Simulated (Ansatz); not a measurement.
**A hypothetical structure for NiBiAs**

This structure for NiBiAs is made up. Its elements were placed in a known structure type with a cell scaled to their sizes. What cell does the guess relax to, and how far off was it?

Calculated with Ansatz 0.2.0; DFT, PBEsol, plane-wave PAW, files of the set soft_1, scalar-relativistic, ferromagnetic start, cell and ions relaxed at zero pressure; PAW set soft_1, in the first sound run; inputs show where later runs differ.

### Step 1. The structure

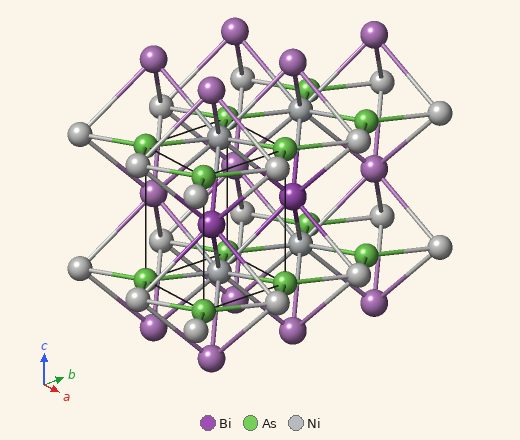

The cell as given, from a free direction (bismuth purple, arsenic green, nickel light grey). 1×2×1 cells are drawn. Some periodic images of atoms are drawn too.

### Step 2. Relaxing cell and atoms

The guessed cell has no reason to be at equilibrium. It is relaxed with the atoms, within the space group of the guess.

input.yaml

```yaml
crystal:
  lattice:
    - [4.01, 0.0, 0.0]
    - [-2.005, 3.472761869, 0.0]
    - [0.0, 0.0, 3.963]
  atoms:
    - { symbol: Bi, position: [0.666666667, 0.333333333, 0.5] }
    - { symbol: As, position: [0.0, 0.0, 0.0] }
    - { symbol: Ni, position: [0.333333333, 0.666666667, 0.0], spin: 1.0 }
magnetization:
  spin_polarized: true
kpoints:
  mp_grid: { grid: [8, 8, 7] }
scf:
  occupations: { method: fermi_dirac, width: 0.05 }
hamiltonian:
  xc: pbesol
  pseudopotentials: { kind: paw, azcp: { folder: soft_1 }, xc_functional: pbe }
relax:
  f_tol: 0.015
  max_steps: 70
  cell: {}
output:
  forces: true
  stress: true
```

The run is started by

```sh
$ ansatz run input.yaml --threads 4 --pin off --max-ram 8192MiB --backend cpu --events-out ev --progress --plain --runs-dir out
```

Numbers of over 12 decimals in the logs are rounded to 6 here.

Log:

```text
Engine: ansatz 0.2.0, aarch64-unknown-linux-gnu
Pseudopotentials: kind: paw
Pseudopotential: Bi, paw, valence charge 15, recommended cutoff 420 eV (normal), soft_1/Bi.paw.azcp
Pseudopotential: As, paw, valence charge 15, recommended cutoff 420 eV (normal), soft_1/As.paw.azcp
Pseudopotential: Ni, paw, valence charge 18, recommended cutoff 420 eV (normal), soft_1/Ni.paw.azcp
Functional definition: PBEsol
  exchange = pbesol_x
  correlation = pbesol_c
Crystal: 3 atoms, lattice volume = 55.188 Å³
Basis set: ecut = 420 eV, 1081 PW (Γ), exchange–correlation on 54×54×54 points (8 copies of the dense FFT grid, shifted against one another)
Bands: 30, of which v1, the nominal top of the filled ones, is band 24 counted from 1 (23 counted from 0)
Symmetry: 12 space group operations
Space group: P-6m2 (ITA 187), of the structure as read, at distance tolerance 3.8e-5 Å
Magnetic group: BNS 187.209 (UNI 1439), of the structure as read, at distance tolerance 3.8e-5 Å
k-points: 40 of 448 (time reversal used)
Non-local potential: Bi, projectors of the file, l = 0: 2, l = 1: 2, l = 2: 2, l = 3: 1
Non-local potential: As, projectors of the file, l = 0: 2, l = 1: 2, l = 2: 3, l = 3: 1
Non-local potential: Ni, projectors of the file, l = 0: 3, l = 1: 2, l = 2: 3, l = 3: 1
PAW form: soft (Blöchl's): semilocal exchange-correlation on the pseudo side does not see the compensation charge
PAW frozen core: Bi, regenerated for the run's functional, and the local potential with it (the file was generated under x = pbe(κ = 0.804, μ = 0.219515), c = pbe(β = 0.066725))
PAW frozen core: As, regenerated for the run's functional, and the local potential with it (the file was generated under x = pbe(κ = 0.804, μ = 0.219515), c = pbe(β = 0.066725))
PAW frozen core: Ni, regenerated for the run's functional, and the local potential with it (the file was generated under x = pbe(κ = 0.804, μ = 0.219515), c = pbe(β = 0.066725))
PAW one-centre angular grid: Bi, 590 points (default); XC on 64 Gauss nodes
PAW one-centre angular grid: As, 590 points (default); XC on 64 Gauss nodes
PAW one-centre angular grid: Ni, 590 points (default); XC on 64 Gauss nodes
Initial density: superposition of atomic densities (chi_scale 0.1, normalization cell)
Starting moments: Σ|m| = 1 μB on 1 of 3 sites
Initial wavefunctions: pseudopotential atomic-orbital guess
Functional: x = pbesol(κ = 0.804, μ = 0.123457), c = pbesol(β = 0.046)
SCF iter   1: F=—  HF=-22860.606155 eV  |F-HF|=—  |Δ(HF+E_count)|=         —  Δρ=4.15e-2 (↑2.08e-2 ↓4.15e-2)  dr2=1.89e0  dr2_m=3.39e-1  M=0.351 μB ∫|m|=0.701 μB  β_m=0.30  ethr=3.10e-3  ⟨swp⟩=6.3  Hψ=9766  notcnv=0
Mixer restart at iter 1: flushing history
preconditioner: auto → Kerker (q_TF=auto, 2.666 Å⁻¹)  [metal: Δε(μ)=0.011 eV  Ē_g=14.603 eV  σ=0.050 eV  W_gap=0.05  n_scr=20 (ndim 8)  ℏωp=27.4 eV  f_vac=0.000  D(μ)=1.21/eV (n_scr^D=8)]
spin=Collinear: Kerker preconditioning applied to the charge; magnetization (m = ρ↑ − ρ↓) channel mixes plain (no charge-response kernel on spin).
SCF iter   2: F=—  HF=-22861.491963 eV  |F-HF|=—  |Δ(HF+E_count)|=   8.86e-1  Δρ=3.75e-2 (↑2.04e-2 ↓3.75e-2)  dr2=1.47e0  dr2_m=3.19e-1  M=0.275 μB ∫|m|=0.588 μB  β_m=0.31  ethr=3.10e-3  ⟨swp⟩=2.0  Hψ=3427  notcnv=0  defer=79
SCF iter   3: F=—  HF=-22862.540095 eV  |F-HF|=—  |Δ(HF+E_count)|=    1.05e0  Δρ=2.49e-2 (↑8.81e-3 ↓2.49e-2)  dr2=5.93e-1  dr2_m=1.13e-1  M=0.113 μB ∫|m|=0.278 μB  β_m=0.54  ethr=3.06e-3  ⟨swp⟩=2.8  Hψ=3427  notcnv=0  defer=79
SCF iter   4: F=—  HF=-22861.860697 eV  |F-HF|=—  |Δ(HF+E_count)|=   6.79e-1  Δρ=3.25e-2 (↑2.46e-2 ↓3.25e-2)  dr2=1.15e0  dr2_m=1.11e-2  M=-0.068 μB ∫|m|=0.105 μB  β_m=0.41  ethr=1.24e-3  ⟨swp⟩=3.1  Hψ=5145  notcnv=0  defer=87
SCF iter   5: F=—  HF=-22862.308984 eV  |F-HF|=—  |Δ(HF+E_count)|=   4.48e-1  Δρ=1.91e-2 (↑1.68e-2 ↓1.91e-2)  dr2=4.56e-1  dr2_m=1.61e-3  M=-0.029 μB ∫|m|=0.047 μB  β_m=0.71  ethr=1.24e-3  ⟨swp⟩=2.3  Hψ=3627  notcnv=0  defer=75
SCF iter   6: F=—  HF=-22862.545211 eV  |F-HF|=—  |Δ(HF+E_count)|=   2.36e-1  Δρ=1.22e-2 (↑1.07e-2 ↓1.22e-2)  dr2=2.17e-1  dr2_m=4.16e-4  M=-0.014 μB ∫|m|=0.025 μB  β_m=0.65  ethr=9.50e-4  ⟨swp⟩=2.0  Hψ=3145  notcnv=0  defer=75
SCF iter   7: F=—  HF=-22862.564343 eV  |F-HF|=—  |Δ(HF+E_count)|=         —  Δρ=5.07e-3 (↑1.95e-3 ↓5.07e-3)  dr2=2.71e-2  dr2_m=1.31e-3  M=-0.001 μB ∫|m|=0.005 μB  β_m=0.65  ethr=4.52e-4  ⟨swp⟩=2.0  Hψ=3505  notcnv=0  defer=75
Mixer restart at iter 7: flushing history
SCF iter   8: F=—  HF=-22862.572096 eV  |F-HF|=—  |Δ(HF+E_count)|=   7.75e-3  Δρ=4.85e-3 (↑4.85e-3 ↓3.64e-3)  dr2=1.73e-2  dr2_m=2.26e-4  M=-0.000 μB ∫|m|=0.002 μB  β_m=0.50  ethr=5.65e-5  ⟨swp⟩=2.1  Hψ=4750  notcnv=0  defer=74
SCF iter   9: F=—  HF=-22862.565974 eV  |F-HF|=—  |Δ(HF+E_count)|=   6.12e-3  Δρ=1.25e-3 (↑4.72e-4 ↓1.25e-3)  dr2=2.60e-3  dr2_m=1.65e-4  M=-0.000 μB ∫|m|=0.002 μB  β_m=0.59  ethr=3.60e-5  ⟨swp⟩=2.0  Hψ=4989  notcnv=0  defer=74
SCF iter  10: F=—  HF=-22862.565793 eV  |F-HF|=—  |Δ(HF+E_count)|=   1.81e-4  Δρ=6.03e-4 (↑6.03e-4 ↓4.25e-4)  dr2=2.79e-4  dr2_m=5.63e-6  M=-0.000 μB ∫|m|=0.000 μB  β_m=0.69  ethr=5.41e-6  ⟨swp⟩=2.0  Hψ=3005  notcnv=0  defer=74
SCF iter  11: F=—  HF=-22862.565813 eV  |F-HF|=—  |Δ(HF+E_count)|=   1.97e-5  Δρ=5.45e-4 (↑5.45e-4 ↓4.91e-4)  dr2=3.17e-4  dr2_m=4.03e-7  M=0.000 μB ∫|m|=0.000 μB  β_m=0.72  ethr=5.81e-7  ⟨swp⟩=2.1  Hψ=3953  notcnv=0  defer=74
SCF iter  12: F=—  HF=-22862.565792 eV  |F-HF|=—  |Δ(HF+E_count)|=   2.10e-5  Δρ=1.09e-4 (↑1.09e-4 ↓6.57e-5)  dr2=1.22e-5  dr2_m=2.65e-7  M=-0.000 μB ∫|m|=0.000 μB  β_m=0.75  ethr=5.81e-7  ⟨swp⟩=2.0  Hψ=2959  notcnv=0  defer=74
SCF iter  13: F=—  HF=-22862.565791 eV  |F-HF|=—  |Δ(HF+E_count)|=   1.27e-6  Δρ=2.37e-5 (↑2.22e-5 ↓2.37e-5)  dr2=8.89e-7  dr2_m=4.32e-10  M=0.000 μB ∫|m|=0.000 μB  β_m=0.87  ethr=2.54e-8  ⟨swp⟩=2.0  Hψ=2853  notcnv=0  defer=74
SCF iter  14: F=—  HF=-22862.565791 eV  |F-HF|=—  |Δ(HF+E_count)|=   4.06e-8  Δρ=7.04e-6 (↑7.02e-6 ↓7.04e-6)  dr2=9.63e-8  dr2_m=6.55e-12  M=0.000 μB ∫|m|=0.000 μB  β_m=0.90  ethr=1.85e-9  ⟨swp⟩=2.0  Hψ=2853  notcnv=0  defer=74
SCF iter  15: F=—  HF=-22862.565791 eV  |F-HF|=—  |Δ(HF+E_count)|=   1.68e-8  Δρ=5.01e-6 (↑4.88e-6 ↓5.01e-6)  dr2=4.49e-8  dr2_m=2.63e-12  M=0.000 μB ∫|m|=0.000 μB  β_m=0.95  ethr=2.01e-10  ⟨swp⟩=1.3  Hψ=2453  notcnv=0  defer=74
SCF iter  16: F=-22862.565791 eV  HF=-22862.565791 eV  |F-HF|=6.17e-9  |Δ(HF+E_count)|=  7.60e-10  Δρ=1.93e-6 (↑1.92e-6 ↓1.93e-6)  dr2=6.86e-9  dr2_m=5.11e-14  M=0.000 μB ∫|m|=0.000 μB  ethr=9.36e-11  ⟨swp⟩=2.0  Hψ=7093  notcnv=0
[...]
the starting moments were not kept: the SCF closed with an absolute magnetisation of 3.7e-6 μB, where they sum to 1 μB in size (1 site). That is at most 0.1 of that sum. Measured as dr2_m measures the in/out step, that magnetisation stands 6.6e-12 eV from none, at or under the dr2_threshold of 3.0e-7 eV: it is no larger than a step whose dr2_m would equal this threshold.
SCF 3 converged in 9 iterations: F = -22862.622136 eV  dr2 = 3.67e-10
relax step   3: F+E_penalty+E_count = -22862.62213632 eV  Δ(F+E_penalty+E_count) = -3.335e-3 eV  max|allowed force component| = 1.449e-16 eV/Å  Δτ_max = 0.0000 Å  P = -0.396 GPa  Ω = 58.173 Å³  energy of the carried Pulay correction = -6.374e-4 eV  (9 SCF iters, dr2 threshold 3.00e-7 eV, accepted)
[...]
relax step   4: F+E_penalty+E_count = -22862.62297878 eV  Δ(F+E_penalty+E_count) = -8.425e-4 eV  max|allowed force component| = 1.079e-16 eV/Å  Δτ_max = 0.0000 Å  P = +0.022 GPa  Ω = 57.999 Å³  energy of the carried Pulay correction = -5.991e-4 eV  (7 SCF iters, dr2 threshold 3.00e-7 eV, accepted)
[...]
relax step   5: F+E_penalty+E_count = -22862.62302656 eV  Δ(F+E_penalty+E_count) = -4.778e-5 eV  max|allowed force component| = 9.252e-17 eV/Å  Δτ_max = 0.0000 Å  P = +0.001 GPa  Ω = 58.033 Å³  energy of the carried Pulay correction = -6.057e-4 eV  (7 SCF iters, dr2 threshold 4.89e-8 eV, accepted)
[...]
relax step   6: F+E_penalty+E_count = -22862.62387880 eV  Δ(F+E_penalty+E_count) = -8.522e-4 eV  max|allowed force component| = 8.635e-17 eV/Å  Δτ_max = 0.0000 Å  P = +0.019 GPa  Ω = 58.033 Å³  stress off target by 5.57e-2 GPa  SCF on the basis re-selected at this cell (its energy is not comparable with the rows above)  (12 SCF iters)
[...]
relax step   7: F+E_penalty+E_count = -22862.62388181 eV  Δ(F+E_penalty+E_count) = -3.010e-6 eV  max|allowed force component| = 2.899e-16 eV/Å  Δτ_max = 0.0000 Å  P = +0.001 GPa  Ω = 58.051 Å³  energy of the carried Pulay correction = -3.600e-6 eV  (5 SCF iters, dr2 threshold 7.75e-9 eV, accepted)
iter 1 solved again at ethr=6.50e-8 eV; its pass at ethr=3.10e-3 eV (dr2=3.12e-5 eV) is discarded
SCF iter   1: F=—  HF=-22862.623874 eV  |F-HF|=—  |Δ(HF+E_count)|=         —  Δρ=1.67e-6 (↑1.58e-6 ↓1.67e-6)  dr2=3.40e-9  dr2_m=6.19e-12  M=0.000 μB ∫|m|=0.000 μB  β_m=0.65  ethr=6.50e-8  ⟨swp⟩=3.9  Hψ=17024  notcnv=0
eigensolver tolerance schedule: the retry pair's looser diagonalisation over-reported the residual by 9168.29 of it (diagonalisation noise at 0.24 of the residual, at the tolerance the schedule requests for it); recorded, not acted on — ethr = c·dr2/N_el stays at c = 1.0e-1
preconditioner: auto → Resta (q_TF=auto, 2.643 Å⁻¹)  ε∞=4.2  [insulator: Δε(μ)=0.116 eV  Ē_g=14.893 eV  σ=0.050 eV  W_gap=0.52  n_scr=20 (ndim 8)  ℏωp=26.7 eV  f_vac=0.000  D(μ)=0.98/eV (n_scr^D=2)  ε∞_Penn≈4.2]
spin=Collinear: Resta preconditioning applied to the charge; magnetization (m = ρ↑ − ρ↓) channel mixes plain (no charge-response kernel on spin).
SCF iter   2: F=—  HF=-22862.623883 eV  |F-HF|=—  |Δ(HF+E_count)|=   9.23e-6  Δρ=1.74e-6 (↑1.74e-6 ↓1.71e-6)  dr2=3.82e-9  dr2_m=1.31e-12  M=0.000 μB ∫|m|=0.000 μB  β_m=0.30  ethr=7.09e-12  ⟨swp⟩=3.0  Hψ=5916  notcnv=0
SCF iter   3: F=—  HF=-22862.623883 eV  |F-HF|=—  |Δ(HF+E_count)|=   1.52e-9  Δρ=3.73e-7 (↑3.41e-7 ↓3.73e-7)  dr2=1.85e-10  dr2_m=1.89e-12  M=0.000 μB ∫|m|=0.000 μB  β_m=0.65  ethr=7.09e-12  ⟨swp⟩=2.0  Hψ=4228  notcnv=0
SCF iter   4: F=—  HF=-22862.623883 eV  |F-HF|=—  |Δ(HF+E_count)|=  8.00e-11  Δρ=6.27e-7 (↑6.06e-7 ↓6.27e-7)  dr2=5.52e-10  dr2_m=1.88e-13  M=0.000 μB ∫|m|=0.000 μB  β_m=0.65  ethr=1.00e-12  ⟨swp⟩=2.0  Hψ=4308  notcnv=0
SCF iter   5: F=—  HF=-22862.623883 eV  |F-HF|=—  |Δ(HF+E_count)|=  6.91e-11  Δρ=1.73e-7 (↑1.65e-7 ↓1.73e-7)  dr2=5.51e-11  dr2_m=1.33e-14  M=0.000 μB ∫|m|=0.000 μB  β_m=0.64  ethr=1.00e-12  ⟨swp⟩=2.0  Hψ=2889  notcnv=0
SCF iter   6: F=—  HF=-22862.623883 eV  |F-HF|=—  |Δ(HF+E_count)|=  3.64e-12  Δρ=9.67e-8 (↑9.27e-8 ↓9.67e-8)  dr2=1.87e-11  dr2_m=4.54e-15  M=0.000 μB ∫|m|=0.000 μB  β_m=0.71  ethr=1.00e-12  ⟨swp⟩=1.0  Hψ=2400  notcnv=0
SCF iter   7: F=-22862.623883 eV  HF=-22862.623883 eV  |F-HF|=0.00e0  |Δ(HF+E_count)|=  1.46e-11  Δρ=1.51e-8 (↑1.43e-8 ↓1.51e-8)  dr2=4.59e-13  dr2_m=2.70e-16  M=0.000 μB ∫|m|=0.000 μB  ethr=1.00e-12  ⟨swp⟩=4.2  Hψ=9686  notcnv=0
the starting moments were not kept: the SCF closed with an absolute magnetisation of 1.2e-8 μB, where they sum to 1 μB in size (1 site). That is at most 0.1 of that sum. Measured as dr2_m measures the in/out step, that magnetisation stands 7.4e-17 eV from none, at or under the dr2_threshold of 3.0e-11 eV: it is no larger than a step whose dr2_m would equal this threshold.
SCF 8 converged in 7 iterations: F = -22862.623883 eV  dr2 = 4.59e-13
relax step   8: F+E_penalty+E_count = -22862.62388336 eV  Δ(F+E_penalty+E_count) = -1.547e-6 eV  max|allowed force component| = 2.899e-16 eV/Å  Δτ_max = 0.0000 Å  P = +0.001 GPa  Ω = 58.051 Å³  stress off target by 4.36e-3 GPa  SCF on the basis re-selected at this cell (its energy is not comparable with the rows above)  (7 SCF iters)
basis re-selected at this cell: Δ(F+E_penalty+E_count) = -1.547e-6 eV, ΔP = -0.000 GPa vs the last step (what re-selecting the basis moved, of the pressure what is left beyond the Pulay correction that the steps carried, after the strain that the cell walked since its last selection, with what the two solves' SCF thresholds leave and, on support functions, any second-order correction that the steps lacked; it is no m [...]
SCF converged after 7 iterations
Magnetization: 0.0000 μB (24.0000 up, 24.0000 down)
Absolute magnetization: 0.0000 μB (∫|ρ↑−ρ↓|, with the PAW one-centre terms)
Spin contamination: 0.0000 ħ² per cell (⟨S²⟩ above its minimum at these occupations)
Per-site moments (μB) at R_I (Å): [(-2.1389706113499172e-10, 1.284905), (8.239609114490848e-10, 0.955239), (3.1438404931128007e-9, 0.955239)]
Free energy (F): -22862.623883 eV
Harris-Foulkes:  -22862.623883 eV  (|F-HF|=0.00e0)
Internal energy: -22862.615148 eV  (E = F + TS)
E sigma→0 (E₀):  -22862.619516 eV
Entropy (-TS):   -0.008735 eV (-2.912 meV/atom)
Fermi energy:    13.704435 eV
--- Per-component energies (eV) ---
  E_band       = -606.034556
  E_kinetic    = 693.979732
  E_local      = -6750.518632  (includes V_loc(G=0)·N_el)
  E_nonlocal   = -93.629255
  E_hartree    = 3453.692347
  E_xc         = -334.132850
  E_vxc        = -351.966048  (∫ρ·V_xc dr)
  E_paw        = -14105.456413  (= ΣΔE_a)
  E_vpaw       = -1011.286162  (= ΣTr[D̂ρ^β])
  E_aug_tail   = 0.001149  (compensation charges beyond the density's cutoff)
  E_ewald      = -5727.804739
  E_core_change = 1.253514  (= ΣΔE_core)
  E_smearing   = -0.008735  (= −TS)
  E_closure    = -0.000000  (closes the sum)
  Σ components = -22862.623883   (vs F -22862.623883, Δ=0.00e0)
--- Forces (eV/Å), atoms counted from 1 ---
  atom   1  Bi     0.00000000    -0.00000000     0.00000000
  atom   2  As    -0.00000000     0.00000000    -0.00000000
  atom   3  Ni     0.00000000    -0.00000000     0.00000000
  max |Σ_I F_I| component: 5.92e-16 eV/Å
--- Stress (GPa, compression-positive) ---
       -0.000622       0.000000       0.000000
        0.000000      -0.000622       0.000000
        0.000000       0.000000       0.004359
  P = ⅓ Tr σ = 0.0010 GPa (0.010 kbar)
--- Relaxed structure (6 steps of the walk, 6 accepted, 2 SCFs on fresh bases) ---
  F+E_penalty+E_count = -22862.62388336 eV   max|allowed force component| = 2.899e-16 eV/Å   (the final SCF, on the basis selected at the relaxed cell)
  cell:  # Å, volume = 58.0509 Å³
    - [4.010965, 1.0718148721057738e-19, 0]
    - [-2.005483, 3.473598, 0]
    - [0, 0, 4.166589]
  atoms:
    - { symbol: Bi, position: [0.666667, 0.333333, 0.5] }
    - { symbol: As, position: [0, 0, 0] }
    - { symbol: Ni, position: [0.333333, 0.666667, 0.0] }
```

The job ended after 34 s (4 threads of Arm Neoverse V1, shared host; peak memory 0.44 GiB; 2.2 min of CPU time).

Relaxation path:

| step | energy less that of the first step (eV) | largest force component (eV/Å) | pressure (GPa) | volume (Å³) |
| --- | --- | --- | --- | --- |
| 1 | 0.0000 | 0.0000 | 5.01 | 55.19 |
| 2 | -0.0530 | 0.0000 | -1.38 | 58.72 |
| 3 | -0.0563 | 0.0000 | -0.40 | 58.17 |
| 4 | -0.0572 | 0.0000 | 0.02 | 58.00 |
| 5 | -0.0572 | 0.0000 | 0.00 | 58.03 |
| 6* | -0.0581 | 0.0000 | 0.02 | 58.03 |
| 7 | -0.0581 | 0.0000 | 0.00 | 58.05 |
| 8* | -0.0581 | 0.0000 | 0.00 | 58.05 |

Relaxation steps marked * repeat the geometry before them on a plane-wave basis chosen anew for their cell, so energy and pressure can jump there.

The run keeps the 12 symmetry operations that it works with, so distortions that break them were not tested.

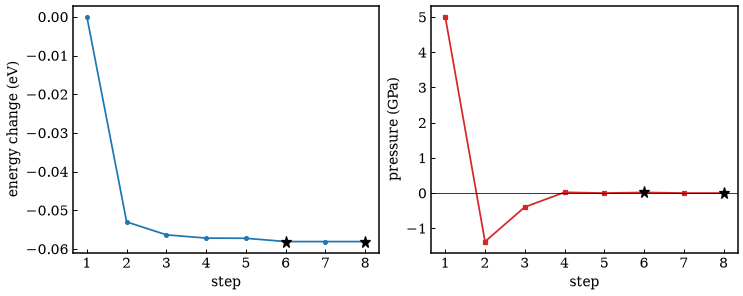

Energy and pressure along the relaxation. Stars mark steps on a basis chosen anew.

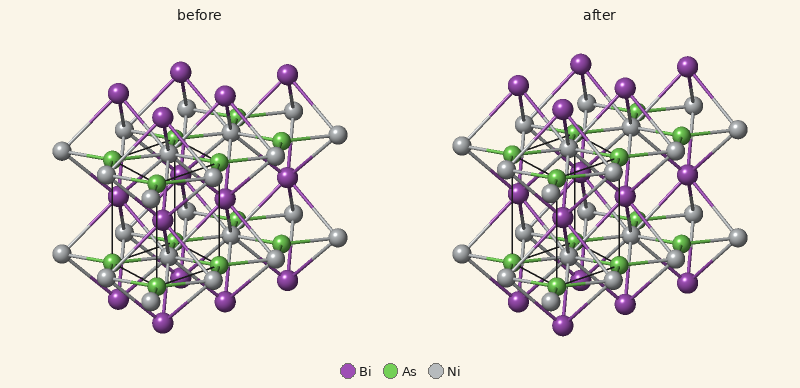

Before and after, at one scale.

| conventional cell, symmetrised | before | after | change |
| --- | --- | --- | --- |
| a (Å) | 4.010 | 4.011 | +0.0 % |
| b (Å) | 4.010 | 4.011 | +0.0 % |
| c (Å) | 3.963 | 4.167 | +5.1 % |
| volume (Å³/atom) | 18.40 | 19.35 | +5.2 % |

Final coordinates:

```xyz
3
Lattice="4.0110 0.0000 0.0000 -2.0055 3.4736 0.0000 0.0000 0.0000 4.1666" Properties=species:S:1:pos:R:3 pbc="T T T"
Bi    2.0055    1.1579    2.0833
As    0.0000    0.0000    0.0000
Ni    0.0000    2.3157    0.0000
```

This step gave:

| Quantity | Value |
| --- | --- |
| free energy | -22862.6239 eV |
| energy at zero smearing | -22862.6195 eV |
| smearing term TS | 0.008735 eV |
| Fermi energy | 13.70 eV |
| electrons | 48 |
| symmetry operations | 12 |
| pressure | 0.001038 GPa |

The shortest distance of each pair, which need not be the same contact before and after:

| pair | guess (Å) | relaxed (Å) |
| --- | --- | --- |
| As–Ni | 2.315 | 2.316 |
| As–Bi | 3.047 | 3.115 |
| Bi–Ni | 3.047 | 3.115 |
| Bi–Bi | 3.963 | 4.011 |
| As–As | 3.963 | 4.011 |

The relaxation ends with a pressure of 0.00 GPa. No moment survives the cycle: this start ends non-magnetic.

(Continued in part 2 of 2.)

[Logs are printed without paths, hosts, clocks, repeated set-up lines and the standing remarks that a program may print on its own settings, such as how far it seeks lower states.]

[Hosts, paths, dates, database ids (printed as entryN), source tags and the programs' standing remarks are cut or masked in the printed files.]
